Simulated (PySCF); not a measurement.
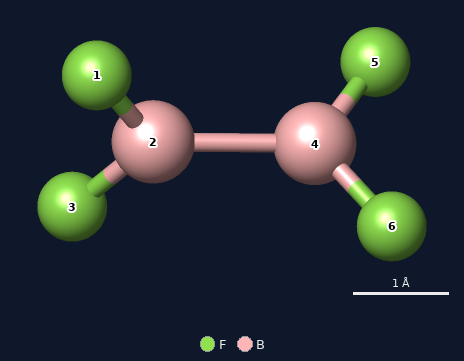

Fig. 1: The structure (ball-and-stick view, seen at a tilt; atoms are numbered from 1 in the order of the input). Bond lengths as drawn: B–B 1.72 Å and B–F 1.32 Å.

B₂F₄: NMR shielding calculation

The run: NMR shielding calculation of B₂F₄ (diboron tetrafluoride), SMILES FB(F)B(F)F. Method and program: GIAO PBE0/pcSseg-1 NMR shielding, non-relativistic, gas phase (PySCF 2.14.0).

The geometry comes from this level: GFN2-xTB. Figures and captions count atoms from 1; the log counts them from 0 in places.

Output:
```
coarse grid: 6520 points
cycle   1  E = -448.6590704546  dE =  7.023e-01  |g| = 8.376e-01  |ddm| = 2.233e+00
cycle   2  E = -448.5214581871  dE =  1.376e-01  |g| = 1.295e+00  |ddm| = 9.244e-01
cycle   3  E = -448.7698294891  dE = -2.484e-01  |g| = 1.354e-02  |ddm| = 5.645e-01
cycle   4  E = -448.7698634923  dE = -3.400e-05  |g| = 4.342e-03  |ddm| = 1.178e-02
cycle   5  E = -448.7698661560  dE = -2.664e-06  |g| = 5.251e-04  |ddm| = 2.237e-03
final grid: 68832 points
cycle   6  E = -448.8211889031  dE = -7.502e-05  |g| = 3.422e-03  |ddm| = 1.407e-02
cycle   7  E = -448.8211887512  dE =  1.518e-07  |g| = 3.443e-03  |ddm| = 2.795e-03
cycle   8  E = -448.8211902051  dE = -1.454e-06  |g| = 7.334e-04  |ddm| = 1.707e-03
cycle   9  E = -448.8211902918  dE = -8.671e-08  |g| = 1.172e-04  |ddm| = 4.168e-04
cycle  10  E = -448.8211902933  dE = -1.452e-09  |g| = 6.192e-05  |ddm| = 7.468e-05
cycle  11  E = -448.8211902939  dE = -5.871e-10  |g| = 7.649e-06  |ddm| = 3.177e-05
```

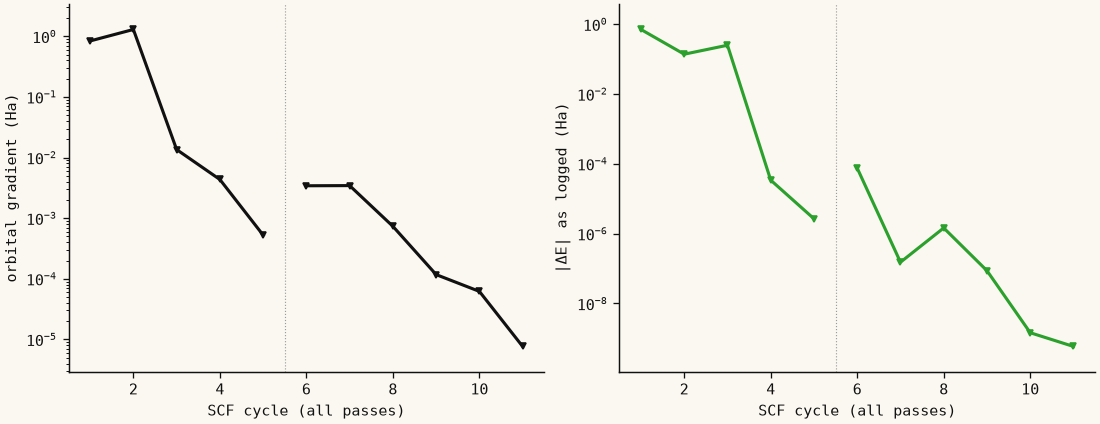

Fig. 2: Convergence of the self-consistent field: orbital gradient and size of the energy change against the SCF cycle. The dotted line marks the change from a coarse to the final integration grid. The first 5 cycles use a coarse grid, the final grid takes over at cycle 6, and the field converges after 11 cycles in all.

```
converged SCF energy = -448.8211902939

GIAO shielding tensors (ppm)
atom      isotropic    diamagn.    paramagn.     s11        s22        s33       span
  0 F      210.943     467.740    -256.797      3.380    272.863    356.587    353.207
  1 B       77.570     195.025    -117.455     59.782     82.503     90.426     30.644
  2 F      211.146     467.723    -256.577      3.836    272.983    356.620    352.784
  3 B       77.580     195.016    -117.436     59.765     82.539     90.437     30.672
  4 F      211.062     467.737    -256.675      3.741    272.897    356.547    352.806
  5 F      211.022     467.728    -256.706      3.641    272.821    356.604    352.963
```

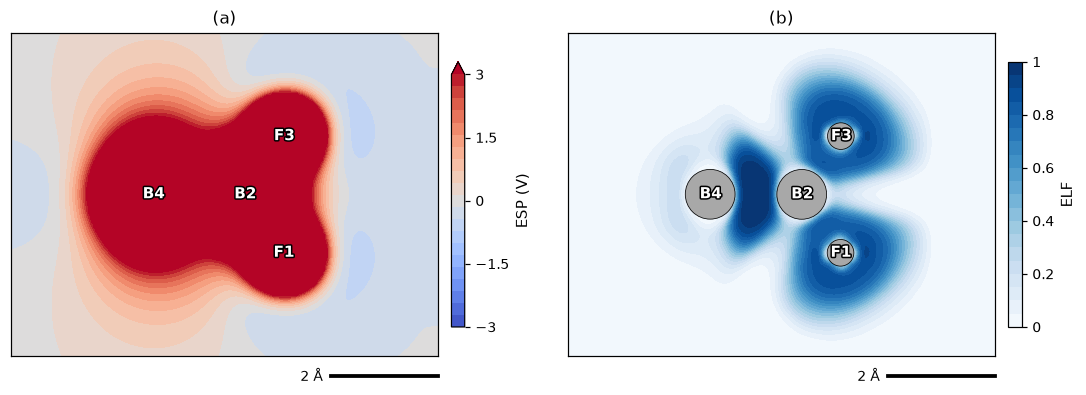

Fig. 3: (a) molecular electrostatic potential; (b) electron localisation function on the plane of atoms F1, B2 and F3. Grey discs, where drawn, cover atomic cores. Atoms in the plane: F and B. B–B (1.72 Å): the ELF peaks at about 1 between the atoms (a covalent bond).

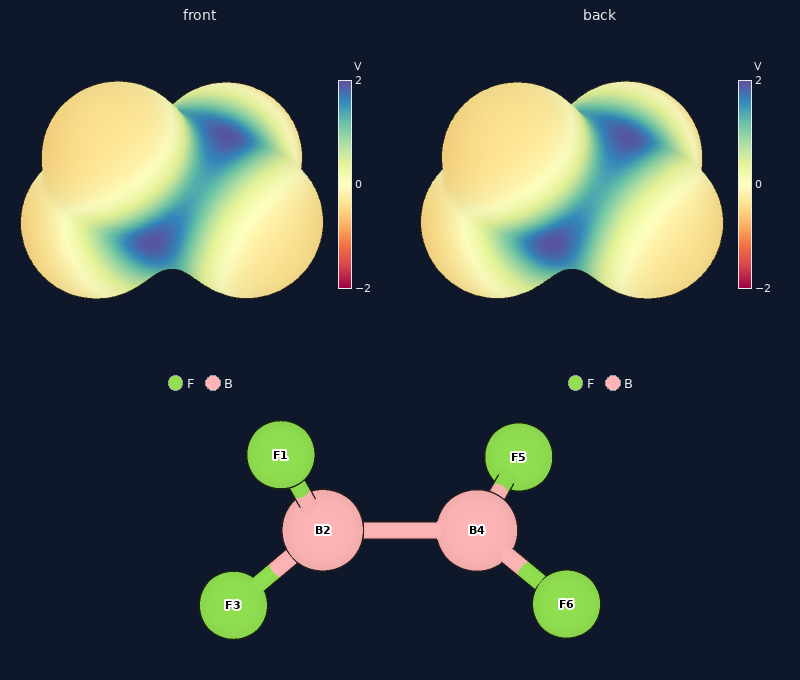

Fig. 4: The molecular electrostatic potential painted on the density surface at 0.001 e/bohr³, seen at a tilt and from behind; red is negative and blue positive. The bare structure is drawn below in the same view. Its dipole moment is zero.

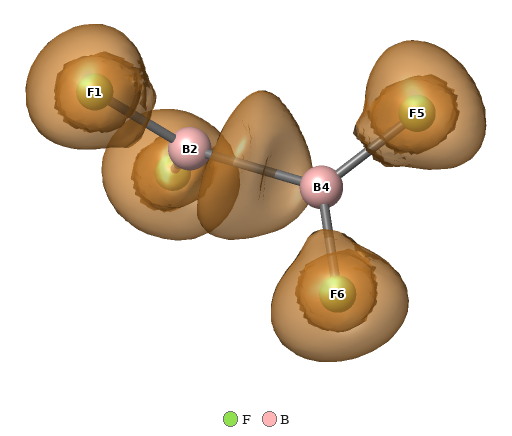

Fig. 5: Isosurface of the ELF at 0.8 (orange), seen at a tilt. Core shells and regions of very low density are left out. B–B (1.72 Å): the ELF peaks at about 1 between the atoms (a shared electron pair).

This output came from the following input.

The input:
```
{"job": {"kind": "nmr", "xc": "PBE0", "basis": "pcSseg-1"}, "charge": 0, "multiplicity": 1}
F     -1.582180    -1.002608     0.454368
B     -0.848583    -0.069620    -0.113962
F     -1.559894     0.742647    -0.866128
B      0.849359     0.071296     0.105362
F      1.406647     0.761650     1.077113
F      1.737775    -0.501375    -0.678326
```

The first line tells a small driver script what to run in PySCF; the rest is the geometry in Å.

Run as:
```bash
OMP_NUM_THREADS=1 python <driver script> task.json out
```

Key numbers:

- outcome: converged
- total energy: −448.821190 hartree
- HOMO: −10.39 eV
- LUMO: −1.03 eV
- dipole moment: 0.01 D
- isotropic shielding, F: 210.9 to 211.1 ppm
- isotropic shielding, B: 77.6 ppm
- hardware: 1 CPU thread, shared host
- wall time: 5.2 s
- peak memory: 0.43 GiB
